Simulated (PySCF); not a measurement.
SMILES N[Si](Cl)(Cl)Br at its B3LYP/def2-SVP optimised geometry (Å):

```
7

N      0.9140    -0.5559     0.0000
Si    -0.7887    -0.5559     0.0000
Cl    -1.4286    -1.5445    -1.6916
Cl    -1.4288     1.4034     0.0000
Br    -1.7448    -1.5642     1.7576
H      1.4288    -1.4034    -0.2198
H      1.4287     0.0604     0.6222
```

Calculation: B3LYP/def2-TZVP run with PySCF 2.14.0. Cells within 0.4 Å of a nucleus heavier than hydrogen are left out (blank, or x).

Map of the log10 of the electron density (e/bohr³), floored at −4 on the plane z = 0.0 Å:

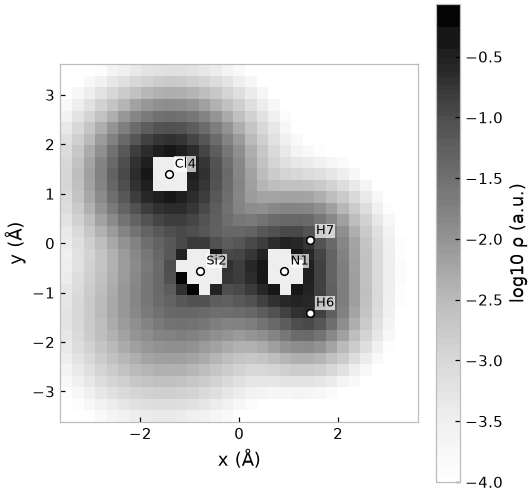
Figure: Log10 of the electron density (e/bohr³), floored at −4 on the plane z = 0.0 Å.
